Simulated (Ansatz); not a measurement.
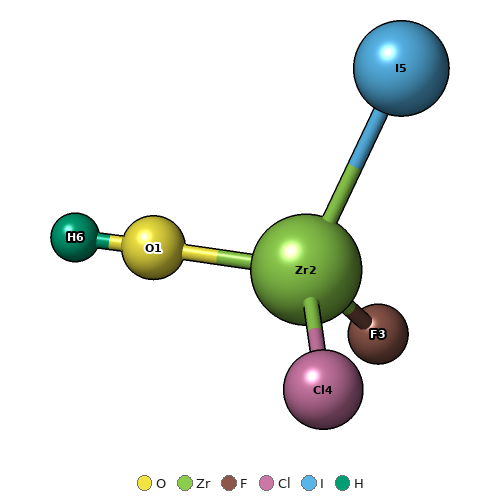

The system is ClFHIOZr, SMILES [OH][Zr]([F])([Cl])[I]; the picture shows the reference structure. Coordinates scanned: (1) bond length O1–Zr2; (2) bond length Zr2–Cl4. Nothing is relaxed (all other coordinates rigid). The grid has 9 × 9 points. Points are written as (first, second). Energies: eV, counted from the lowest grid point. The reference is spin-restricted, which grows unreliable where a bond is stretched far. Level of theory: RKS PBE-D4/def2-SVP (Ansatz).

Its coordinates:

```xyz
6

O    -1.0542    1.0006   -0.2765
Zr    0.2185   -0.3787   -0.0071
F     0.1326   -1.6005   -1.4657
Cl   -0.2549   -1.5104    2.0045
I     2.7133    0.7275    0.1047
H    -1.7133    1.6976   -0.4060
```

Range: bond length O1–Zr2 from 1.593 to 2.465 Å; bond length Zr2–Cl4 from 1.932 to 3.534 Å.

Q: Predict the map.

A: The lowest grid point is at (1.920 Å, 2.333 Å). It is the only kind of minimum in the scanned range. The highest grid point, (2.465 Å, 3.534 Å), lies 5.15 eV above the lowest. Round the minimum the two coordinates are weakly coupled (coupling 0.05 in units of the two stiffnesses).

```csv
"bond length Zr2–Cl4 ↓, bond length O1–Zr2 →",1.593,1.702,1.811,1.920,2.029,2.138,2.247,2.356,2.465
3.534,4.77,3.41,2.86,2.81,3.08,3.51,4.04,4.59,5.15
3.334,4.30,2.93,2.37,2.32,2.58,3.01,3.53,4.09,4.65
3.134,3.79,2.41,1.84,1.78,2.04,2.47,2.98,3.53,4.08
2.934,3.25,1.85,1.28,1.21,1.46,1.88,2.39,2.94,3.49
2.733,2.72,1.31,0.72,0.64,0.88,1.29,1.79,2.33,2.88
2.533,2.31,0.88,0.27,0.18,0.40,0.80,1.29,1.83,2.36
2.333,2.20,0.75,0.12,0.00,0.20,0.58,1.07,1.59,2.11
2.132,2.78,1.29,0.63,0.49,0.67,1.03,1.49,2.00,2.51
1.932,4.81,3.29,2.59,2.42,2.56,2.90,3.34,3.83,4.32
```

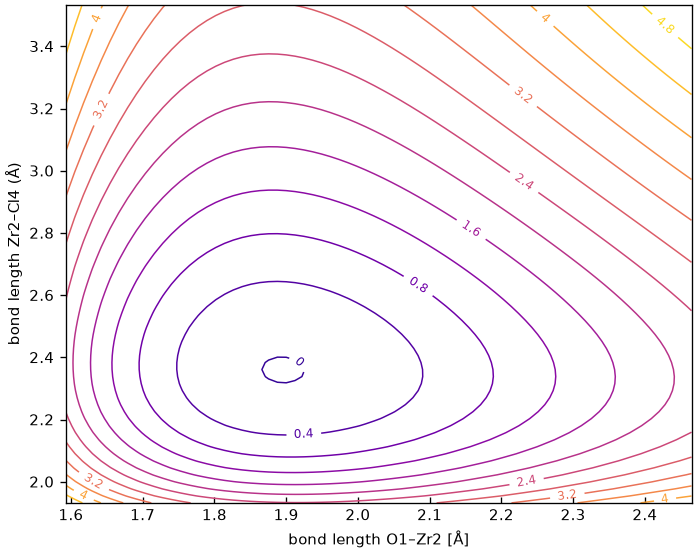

The picture shows contour lines labelled in eV. Between grid points the surface is interpolated.

Time for the 81 points that were run: 12 min on 1 thread of AMD EPYC 7R43 64-Core Processor (Zen 3) (shared host).
